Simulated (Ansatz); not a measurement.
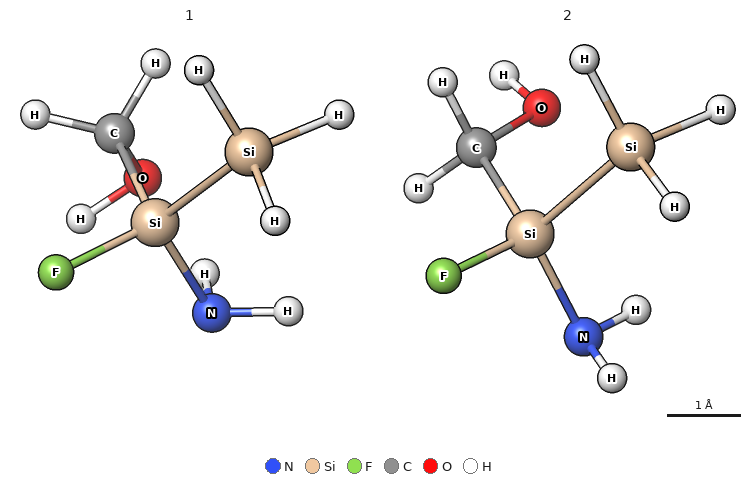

Two geometries of CH8FNOSi2, drawn at one scale. One is the start of a relaxation, the other its converged end. The picture is a ball-and-stick view, seen from a free direction.

Theory: RKS PBE/STO-3G in Ansatz 0.2.0. (no spin polarisation; force threshold 0.02 eV/Å; at most 40 steps)

Question: Which of the two is the end point?

Answer: Structure 1 is the relaxed one. The run prepares the start of a later molecular dynamics calculation, from a guessed geometry. An H atom moves most after the best rigid fit: 2.06 Å. By element the largest moves are H 2.06 Å, O 1.07 Å, N 0.40 Å, Si 0.37 Å, C 0.30 Å, F 0.19 Å. Among the contacts that change: H–Si 1.573 → 1.456 Å, H–N 0.966 → 1.065 Å, H–N 1.020 → 1.094 Å, F–Si 1.586 → 1.656 Å. Among the angles between lasting bonds that change: N–Si–C 113.1° → 97.7°, Si–C–O 117.1° → 107.7°, C–O–H 109.7° → 100.9°. Groups turn about C–O by about 85°, C–Si by about 65°, N–Si by about 60°. Over 29 accepted moves (30 points after the start) the energy falls by 28.4 kcal/mol. The largest force component goes from 5.3 to 0.01 eV/Å. The line search rejected the trial step at point 10 of the run.

Limits of the set-up: STO-3G is a minimal basis, so the numbers are rough.
